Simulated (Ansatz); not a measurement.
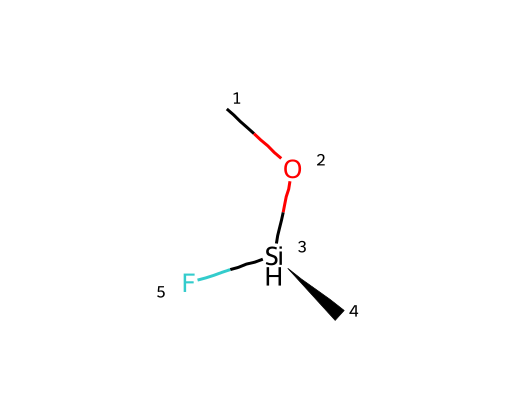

Skeletal drawing with numbered atoms; wedges and dashes mark any stereocentres. The configuration is that of a computed structure (PBE-D4/def2-SVP).

### Give the R/S and E/Z labels.

Si3: R.
